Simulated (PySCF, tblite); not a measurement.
# C₅H₆F₃NO₂SSi: excited states

Aim: compute the excited states of C₅H₆F₃NO₂SSi (`NC1=CC=C(S(=O)(=O)C(F)(F)F)[SiH2]1`).

Computed with tblite 0.8.0 and PySCF 2.14.0 and routines of our own; the level stands in each step. Atoms count from 0.

### 1 The starting structure

19 atoms, charge 0, multiplicity 1; geometry from: force field or distance geometry start.

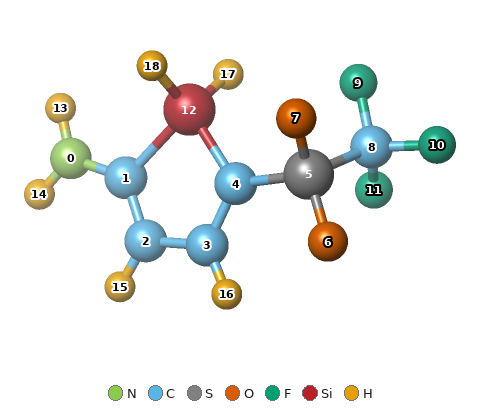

The starting geometry (nitrogen green, carbon blue, sulfur grey, oxygen orange, fluorine teal, silicon red, hydrogen amber).

### 2 Relaxing the molecule with GFN2-xTB

What the job is given:

```
{"job": {"kind": "relax", "xc": "GFN2-xTB", "basis": "xTB"}, "charge": 0, "multiplicity": 1}
N      3.322900    -0.585200     0.611600
C      2.096300    -0.302500     0.052400
C      1.681100    -0.524900    -1.195100
C      0.302900    -0.111200    -1.499000
C     -0.360400     0.417800    -0.443600
S     -1.992200     0.944600    -0.519500
O     -2.439600     0.861400    -1.903300
O     -2.063700     2.237800     0.162500
C     -2.848900    -0.326500     0.480300
F     -2.521400    -0.260600     1.804200
F     -4.212300    -0.201900     0.418600
F     -2.561900    -1.594100     0.073100
Si     0.637900     0.526400     1.096400
H      3.523200    -0.345100     1.573900
H      4.041200    -0.990700     0.047800
H      2.283600    -0.966400    -1.959000
H     -0.110200    -0.259200    -2.479400
H      0.176400    -0.403400     2.150500
H      1.035300     1.892900     1.520200
```

Launch:

```console
> OMP_NUM_THREADS=1 python excited_run.py task.json out
```

This one command runs all jobs of the session in turn.

Standard output:

```text
step      E/eV     max force
  0   -1194.68858    3.165
  1   -1194.96581    1.344
  2   -1195.01560    0.559
  3   -1195.03901    0.340
  4   -1195.05419    0.247
  5   -1195.05905    0.158
  6   -1195.06536    0.177
  7   -1195.07050    0.155
  8   -1195.07392    0.143
  9   -1195.07571    0.139
 10   -1195.07717    0.125
 11   -1195.07866    0.129
 12   -1195.08018    0.080
 13   -1195.08109    0.063
 14   -1195.08171    0.057
 15   -1195.08213    0.057
 16   -1195.08252    0.055
 17   -1195.08298    0.052
 18   -1195.08354    0.053
 19   -1195.08404    0.056
 20   -1195.08442    0.044
 21   -1195.08476    0.051
 22   -1195.08519    0.074
 23   -1195.08576    0.075
 24   -1195.08631    0.073
 25   -1195.08677    0.055
 26   -1195.08720    0.047
 27   -1195.08767    0.062
 28   -1195.08809    0.054
 29   -1195.08837    0.037
 30   -1195.08856    0.040
 31   -1195.08877    0.044
 32   -1195.08908    0.059
 33   -1195.08944    0.057
 34   -1195.08980    0.039
 35   -1195.09014    0.040
 36   -1195.09051    0.043
 37   -1195.09087    0.045
 38   -1195.09113    0.036
 39   -1195.09131    0.030
 40   -1195.09152    0.036
 41   -1195.09184    0.049
 42   -1195.09227    0.055
 43   -1195.09265    0.040
 44   -1195.09290    0.038
 45   -1195.09307    0.032
 46   -1195.09325    0.030
 47   -1195.09346    0.032
 48   -1195.09365    0.031
 49   -1195.09381    0.034
 50   -1195.09398    0.031
 51   -1195.09419    0.036
 52   -1195.09447    0.043
 53   -1195.09482    0.046
 54   -1195.09526    0.053
 55   -1195.09582    0.073
 56   -1195.09654    0.077
 57   -1195.09732    0.066
 58   -1195.09799    0.053
 59   -1195.09849    0.047
 60   -1195.09893    0.046
 61   -1195.09944    0.070
 62   -1195.10002    0.082
 63   -1195.10055    0.079
 64   -1195.10105    0.063
 65   -1195.10156    0.052
 66   -1195.10214    0.045
 67   -1195.10252    0.047
 68   -1195.10299    0.045
 69   -1195.10337    0.044
 70   -1195.10381    0.054
 71   -1195.10424    0.048
 72   -1195.10459    0.042
 73   -1195.10484    0.043
 74   -1195.10504    0.034
 75   -1195.10525    0.032
 76   -1195.10548    0.033
 77   -1195.10560    0.032
 78   -1195.10579    0.029
 79   -1195.10597    0.043
 80   -1195.10614    0.035
 81   -1195.10625    0.026
 82   -1195.10631    0.019
 83   -1195.10637    0.020
 84   -1195.10643    0.023
 85   -1195.10651    0.021
 86   -1195.10659    0.023
 87   -1195.10666    0.026
 88   -1195.10672    0.021
 89   -1195.10678    0.026
 90   -1195.10684    0.024
 91   -1195.10691    0.019
 92   -1195.10698    0.023
 93   -1195.10705    0.019
 94   -1195.10711    0.013
 95   -1195.10716    0.014
 96   -1195.10719    0.013
 97   -1195.10722    0.012
 98   -1195.10725    0.010
 99   -1195.10727    0.010
100   -1195.10729    0.012
101   -1195.10732    0.012
102   -1195.10734    0.011
103   -1195.10736    0.011
104   -1195.10740    0.014
105   -1195.10744    0.016
106   -1195.10749    0.012
107   -1195.10751    0.010
```

Run time: 1.4 s. Hardware: 1 thread of Arm Neoverse V1, shared host; peak memory 0.18 GiB.

The steps of the relaxation: (not every step is listed)

| step | energy from step 0 (eV) | largest force (eV/Å) |
| --- | --- | --- |
| 0 | 0.0000 | 3.1651 |
| 1 | -0.2772 | 1.3435 |
| 2 | -0.3270 | 0.5588 |
| 3 | -0.3504 | 0.3402 |
| 4 | -0.3656 | 0.2469 |
| 5 | -0.3705 | 0.1579 |
| 6 | -0.3768 | 0.1767 |
| 7 | -0.3819 | 0.1553 |
| 8 | -0.3853 | 0.1433 |
| 17 | -0.3944 | 0.0517 |
| 26 | -0.3986 | 0.0471 |
| 35 | -0.4016 | 0.0405 |
| 44 | -0.4043 | 0.0381 |
| 53 | -0.4062 | 0.0461 |
| 62 | -0.4114 | 0.0820 |
| 71 | -0.4157 | 0.0480 |
| 80 | -0.4176 | 0.0348 |
| 89 | -0.4182 | 0.0260 |
| 98 | -0.4187 | 0.0100 |
| 102 | -0.4188 | 0.0108 |
| 103 | -0.4188 | 0.0114 |
| 104 | -0.4188 | 0.0140 |
| 105 | -0.4189 | 0.0164 |
| 106 | -0.4189 | 0.0124 |
| 107 | -0.4189 | 0.0096 |

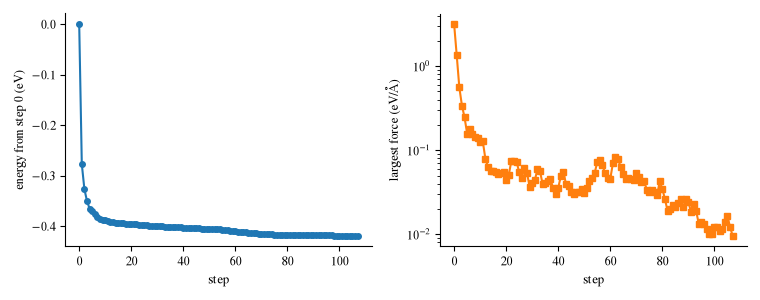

Energy and largest force along the relaxation.

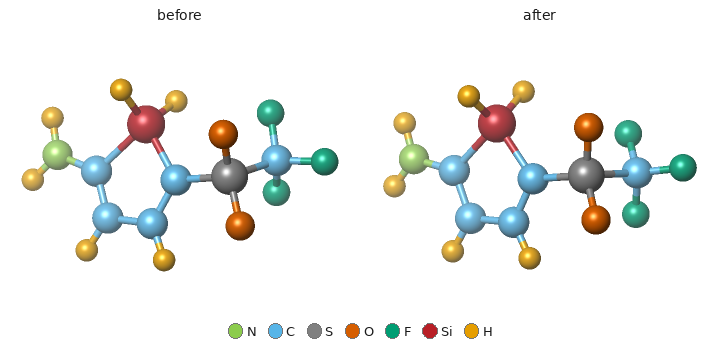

The geometry before (left) and after (right).

Close pairs (by a distance rule), those that changed most:

| bond | before (Å) | after (Å) | change (Å) |
| --- | --- | --- | --- |
| S5–C8 | 1.830 | 1.901 | +0.071 |
| C1–Si12 | 1.976 | 1.927 | -0.049 |
| C2–C3 | 1.471 | 1.424 | -0.046 |
| C8–F10 | 1.370 | 1.326 | -0.045 |
| C1–C2 | 1.333 | 1.366 | +0.033 |
| N0–C1 | 1.377 | 1.346 | -0.032 |
| S5–O7 | 1.464 | 1.432 | -0.031 |
| S5–O6 | 1.457 | 1.430 | -0.027 |

The final coordinates are the input of the step that follows.

### 3 Vibrational analysis with GFN2-xTB

What the job is given:

```
{"job": {"kind": "ir", "xc": "GFN2-xTB", "basis": "xTB"}, "charge": 0, "multiplicity": 1}
N      3.348755    -0.549564     0.559373
C      2.102347    -0.264615     0.139106
C      1.593833    -0.645619    -1.070213
C      0.257025    -0.227067    -1.328646
C     -0.344806     0.494459    -0.355143
S     -1.974848     1.048134    -0.447008
O     -2.454440     1.202081    -1.785525
O     -2.189547     2.093146     0.508701
C     -2.910995    -0.448681     0.258746
F     -2.438514    -0.724686     1.482579
F     -4.219695    -0.257315     0.350102
F     -2.692457    -1.529339    -0.497755
Si     0.781044     0.747733     1.109241
H      3.652206    -0.281452     1.475985
H      3.963619    -1.115806    -0.001953
H      2.145432    -1.223203    -1.795302
H     -0.240948    -0.471440    -2.254571
H      0.378878     0.043168     2.324000
H      1.233307     2.119315     1.320821
```

Standard output:

```text
mode    cm-1     km/mol
  1      27.4      0.20
  2      36.9      0.19
  3      42.5      0.40
  4      85.3      3.01
  5     103.8     89.95
  6     115.5    100.69
  7     132.1      2.95
  8     161.4      4.98
  9     241.4      8.82
 10     263.7      1.33
 11     274.0      0.95
 12     301.7      7.73
 13     303.4      0.84
 14     309.1      6.82
 15     367.5      3.30
 16     378.2     10.15
 17     453.6    103.76
 18     472.0      5.01
 19     478.7     25.85
 20     483.4     90.36
 21     505.9     23.96
 22     530.8    293.82
 23     565.3     23.12
 24     578.3    188.28
 25     598.0     11.97
 26     618.3     19.16
 27     657.5     30.21
 28     701.1     23.93
 29     740.7    206.28
 30     796.9     24.91
 31     891.9      0.52
 32     985.4     38.90
 33    1013.3     69.83
 34    1073.7    215.14
 35    1081.4    185.05
 36    1100.4      7.79
 37    1122.6     59.06
 38    1158.3    511.85
 39    1224.0      6.53
 40    1277.9    481.21
 41    1312.8     49.45
 42    1340.2      5.85
 43    1459.6    101.94
 44    1485.6    818.27
 45    1598.8    135.39
 46    2293.8    201.38
 47    2302.9    261.36
 48    3084.6     18.08
 49    3093.6     29.99
 50    3454.5     40.70
 51    3551.2     25.38
```

It took 1.3 s on 1 thread of Arm Neoverse V1, shared host; peak memory 0.18 GiB.

Which atoms move in the most intense modes:

| cm⁻¹ | km/mol | atoms |
| --- | --- | --- |
| 531 | 293.8 | H18 26 %, C4 20 %, H17 17 % |
| 741 | 206.3 | H17 41 %, H18 40 %, Si12 11 % |
| 1074 | 215.1 | C8 51 %, F9 21 % |
| 1158 | 511.9 | O7 23 %, S5 20 %, O6 19 %, C8 19 % |
| 1278 | 481.2 | S5 44 %, O6 30 %, O7 26 % |
| 1486 | 818.3 | C3 24 %, C4 22 %, C1 16 %, N0 12 % |
| 2294 | 201.4 | H17 96 % |
| 2303 | 261.4 | H18 96 % |

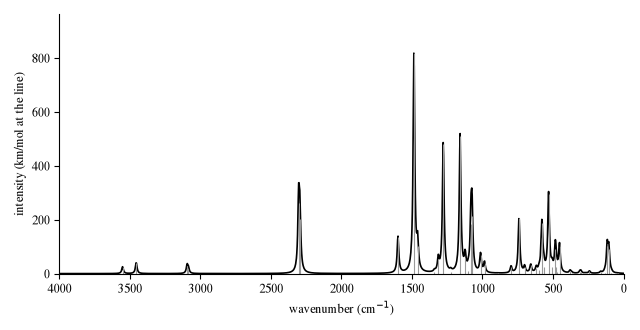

The infrared spectrum from these modes, unscaled. Lines are broadened to a width of 14 cm⁻¹ (Lorentzian).

### 4 Excited states: TDA BHandHLYP/def2-SVP

Settings changed since step 3:

```diff
@@ -1,2 +1,2 @@
-{"job": {"kind": "ir", "xc": "GFN2-xTB", "basis": "xTB"}, "charge": 0, "multiplicity": 1}
+{"job": {"kind": "states", "xc": "BHandHLYP", "basis": "def2-SVP", "tda": true, "soc": true, "nstates": 8, "ntriplets": 6, "nquad": 4}, "charge": 0, "multiplicity": 1}
 N      3.348755    -0.549564     0.559373
```

With the program's defaults for keys left out, this is: TDA BHandHLYP/def2-SVP excited states, vertical, gas phase, spin-orbit mean-field couplings.

Standard output:

```text
coarse grid: 18896 points
cycle   1  E = -1384.8012260486  dE =  3.368e+00  |g| = 1.464e+00  |ddm| = 5.251e+00
cycle   2  E = -1384.3808669525  dE =  4.204e-01  |g| = 2.153e+00  |ddm| = 3.305e+00
cycle   3  E = -1385.2208553904  dE = -8.400e-01  |g| = 1.631e-01  |ddm| = 2.180e+00
cycle   4  E = -1385.2243681720  dE = -3.513e-03  |g| = 1.114e-01  |ddm| = 2.956e-01
cycle   5  E = -1385.2271928228  dE = -2.825e-03  |g| = 1.590e-02  |ddm| = 1.195e-01
cycle   6  E = -1385.2272507267  dE = -5.790e-05  |g| = 5.621e-03  |ddm| = 2.403e-02
cycle   7  E = -1385.2272587705  dE = -8.044e-06  |g| = 1.988e-03  |ddm| = 7.587e-03
final grid: 180168 points
cycle   8  E = -1385.3471200313  dE = -2.074e-05  |g| = 4.068e-03  |ddm| = 2.029e-02
cycle   9  E = -1385.3471197269  dE =  3.045e-07  |g| = 4.449e-03  |ddm| = 8.040e-03
cycle  10  E = -1385.3471237556  dE = -4.029e-06  |g| = 5.102e-04  |ddm| = 4.078e-03
cycle  11  E = -1385.3471238107  dE = -5.509e-08  |g| = 2.209e-04  |ddm| = 7.338e-04
cycle  12  E = -1385.3471238236  dE = -1.290e-08  |g| = 6.776e-05  |ddm| = 3.162e-04
cycle  13  E = -1385.3471238248  dE = -1.200e-09  |g| = 2.127e-05  |ddm| = 9.526e-05
cycle  14  E = -1385.3471238251  dE = -2.456e-10  |g| = 1.071e-05  |ddm| = 5.848e-05
converged SCF energy = -1385.3471238251

Singlet excitations
state   eV       nm        f     d(h-e)  d(exc)  Lambda  PR(NTO)  |dmu|/D   mu/D   main configurations
  1   3.9650   312.7   0.31240   0.335   2.845   0.697   1.080    1.160    9.910   H->L 0.95
  2   5.5684   222.7   0.00005   1.857   3.453   0.337   1.023    5.483    8.556   H->L+1 0.98
  3   5.9327   209.0   0.00364   1.498   3.348   0.385   1.036    4.386    4.819   H-1->L 0.74
  4   6.5078   190.5   0.00073   1.497   3.462   0.375   1.112    4.399    4.859   H-2->L 0.50, H-6->L 0.19, H-1->L 0.16
  5   6.5648   188.9   0.00080   1.100   3.518   0.324   1.092                     H->L+2 0.92
  6   6.9798   177.6   0.05018   0.272   3.437   0.512   1.383                     H->L+4 0.43, H->L+3 0.35, H-3->L 0.13
  7   7.0197   176.6   0.05621   0.385   3.373   0.510   1.838                     H->L+4 0.40, H->L+3 0.24, H-3->L 0.19
  8   7.0870   174.9   0.01246   1.224   3.382   0.442   1.326                     H-6->L 0.50, H-2->L 0.27

Triplet excitations (Tamm-Dancoff)
state   eV     d(h-e)  d(exc)  Lambda  PR(NTO)   main configurations
  1   2.2814   0.154   2.735   0.703   1.032   H->L 0.97
  2   4.7985   0.153   2.369   0.679   1.923   H-3->L 0.48, H->L+3 0.32
  3   5.4032   1.800   3.422   0.339   1.038   H->L+1 0.97
  4   5.5915   1.020   3.104   0.402   1.110   H-1->L 0.58, H-6->L 0.13, H-2->L 0.10
  5   5.8977   0.864   3.123   0.673   1.774   H->L+3 0.51, H-3->L 0.30
  6   6.1177   1.079   3.187   0.417   1.184   H-6->L 0.34, H-1->L 0.27, H-2->L 0.22
S1 - T1 = 1.6836 eV

Spin-orbit couplings |<S|Hso|T>| (cm-1)
             T1       T2       T3       T4       T5       T6
S0        0.401    0.515    4.264   10.183    0.811    5.519
S1        0.050    0.262    8.501    5.599    0.277    6.466
S2        6.211    1.915    0.640    1.158    2.700    1.413
S3        3.653    6.037    1.169    2.784    6.256   15.541
S4        3.674    3.117    2.337   13.149    0.838    6.478
S5        4.681    2.813   11.725    1.766    3.444    1.176
S6        4.680    1.779    8.835    4.903    3.571    2.099
S7        2.570    1.489    7.328    9.377    2.388    4.862
S8        4.376    3.912    3.082    9.801    2.334   15.434
T1 sublevels (cm-1): 0.000 0.001 0.001   radiative rates (1/s): 0.0521 0.00248 0.0099
```

Run time: 1.7 min. Hardware: 1 thread of Arm Neoverse V1, shared host; peak memory 0.97 GiB.

In short:

| quantity | value |
| --- | --- |
| S1 less T1 | 1.68 eV |

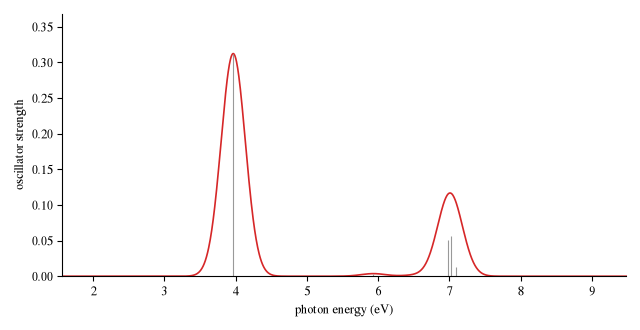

Absorption lines of the singlets. Lines are broadened to a width of 0.40 eV (Gaussian).

Orbitals, density, ELF and potential are computed afterwards from the orbital file.

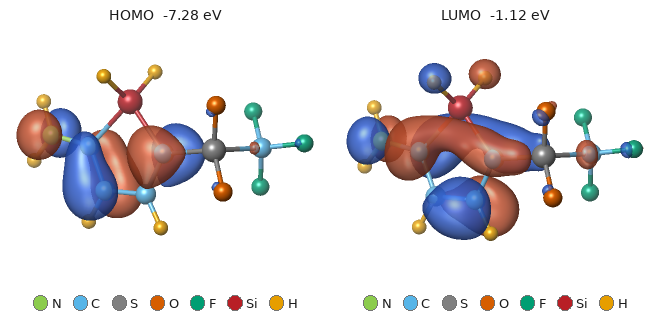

Frontier orbitals at BHandHLYP/def2-SVP; each surface holds 70 % of the orbital's density, blue and red mark the sign.

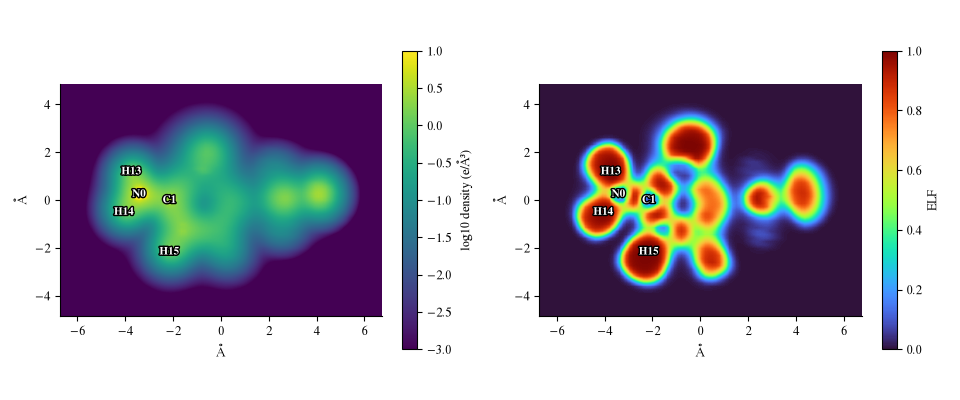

Density (left) and ELF (right) in a plane through or near 5 of the atoms.

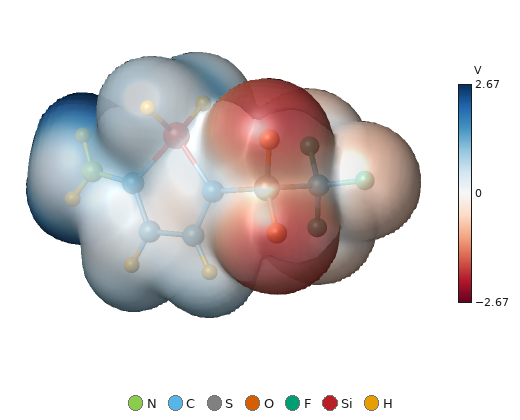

The potential that a unit positive charge feels on the 0.002 e/bohr³ surface, from -1.92 V near O6 to 2.67 V near H13.

### 5 Outcome

| quantity | value |
| --- | --- |
| strongest single infrared mode (GFN2-xTB) | 1486 cm⁻¹, 818 km/mol |
| zero-point energy (GFN2-xTB) | 67.5 kcal/mol |
| S1 less T1 (step 4, TDA BHandHLYP/def2-SVP) | 1.68 eV |
| potential on the surface of density 0.002 e/bohr³, 1st and 99th percentile | -1.92 V and 2.67 V |

What this shows: All 51 modes are real, so the xTB geometry is a minimum. The strongest single mode, at 1486 cm⁻¹, is spread over several atoms, C3, C4, C1, N0 among them. GFN2-xTB is a fitted tight-binding method: band positions and strengths are rough. Its intensities can rank the bands wrongly. In step 4, the number of triplets below S1 is 1, and the largest singlet-triplet spin-orbit coupling is S3–T6, 15.54 cm⁻¹. At BHandHLYP/def2-SVP, counted by nearest atom on the grid, the HOMO lies on C2, C4 about 28 % each; N0 15 %, the LUMO on C1, C3 about 24 % each; C4 13 %.
